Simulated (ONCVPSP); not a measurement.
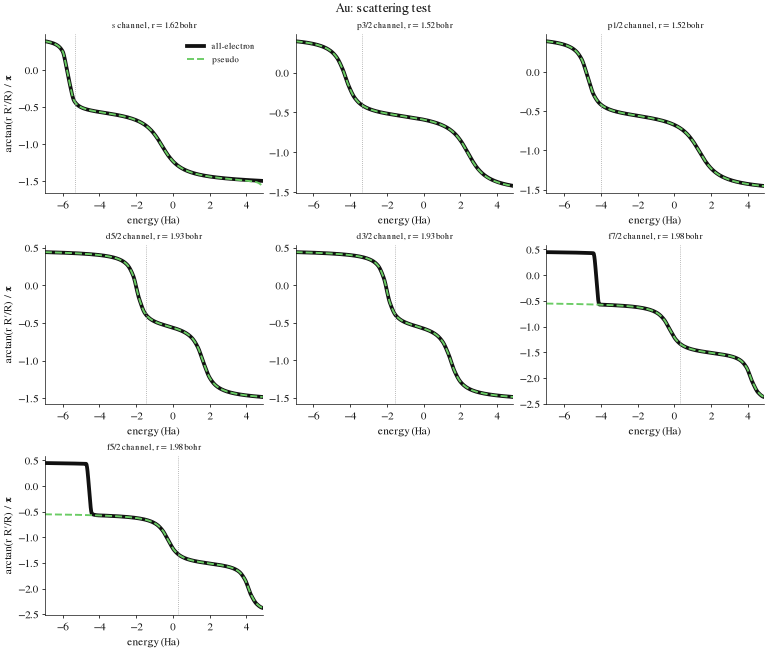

Unwrapped phase arctan(r R′/R) in units of π against energy, all-electron (solid) and pseudo (dashed); the pseudo phase is matched to the all-electron one at the reference energy. Here R(r) is the radial function. A near-vertical step is a level narrower than the spacing of the points behind the curves. The dotted line marks the reference energy of the channel.

Input of ONCVPSP 4.0.1:

```
# ATOM AND REFERENCE CONFIGURATION
# atsym  z   nc   nv     iexc    psfile
  Au 79.00   10    3        3      upf
#
#   n    l    f
    1    0    2.00
    2    0    2.00
    2    1    6.00
    3    0    2.00
    3    1    6.00
    3    2   10.00
    4    0    2.00
    4    1    6.00
    4    2   10.00
    4    3   14.00
    5    0    2.00
    5    1    6.00
    5    2    8.00
#
# PSEUDOPOTENTIAL AND OPTIMIZATION
# lmax
    3
#
#   l,   rc,      ep,       ncon, nbas, qcut
    0    1.60    0.00    4    7    6.20
    1    1.50    0.00    4    9    8.10
    2    1.90    0.00    4    8    9.60
    3    1.95    0.30    4    9    5.80
#
# LOCAL POTENTIAL
# lloc, lpopt,  rc(5),   dvloc0
    4    5    1.20    0.00
#
# VANDERBILT-KLEINMAN-BYLANDER PROJECTORs
# l, nproj, debl
    0    2    3.50
    1    2    0.90
    2    3    3.90
    3    2    2.90
#
# MODEL CORE CHARGE
# icmod, fcfact, rcfact
    1    0.15    0.00
#
# LOG DERIVATIVE ANALYSIS
# epsh1, epsh2, depsh
   -7.00    5.00    0.04
#
# OUTPUT GRID
# rlmax, drl
    6.00    0.01
#
# TEST CONFIGURATIONS
# ncnf
    4
# nvcnf
#   n    l    f
    4
    5    0    2.00
    5    1    6.00
    5    2   10.00
    6    0    1.00
#
    3
    5    0    2.00
    5    1    6.00
    5    2   10.00
#
    3
    5    0    2.00
    5    1    6.00
    5    2    9.00
#
    4
    5    0    2.00
    5    1    6.00
    5    2   10.00
    6    0    0.50
#
```

Launched with:
```bash
oncvpspr.x < Au.dat > Au.out
```

Functional and relativity: LDA (Perdew-Zunger), fully relativistic.

In the s channel the program set the typed energies aside and used -5.320, 0.050 Ha. In the p channel the program set the typed energies aside and used -3.357, 0.250 Ha.

**What does the plot say about ghosts?**

Going away from the reference energies, the phases part by more than π/2 in: f7/2 at about -4.2 Ha (below its reference energy, pseudo phase lower, at the 4f core level, which only the all-electron atom has); f5/2 at about -4.6 Ha (below its reference energy, pseudo phase lower, at the 4f core level, which only the all-electron atom has). Such a step is either a state that only one of the two atoms has or an ordinary level shifted in energy. The separate test gives: no bound ghost flagged; GHOST(+) flagged for s at 137.1 eV (flags above 300 eV left out).

**Over which energies does the pseudo-atom scatter like the all-electron atom (phases within 0.05 rad)?**

s: up to about 4.4 Ha; p3/2: over the whole range drawn; p1/2: over the whole range drawn; d5/2: over the whole range drawn; d3/2: over the whole range drawn; f7/2: from about -4.1 Ha upwards; f5/2: from about -4.4 Ha upwards.
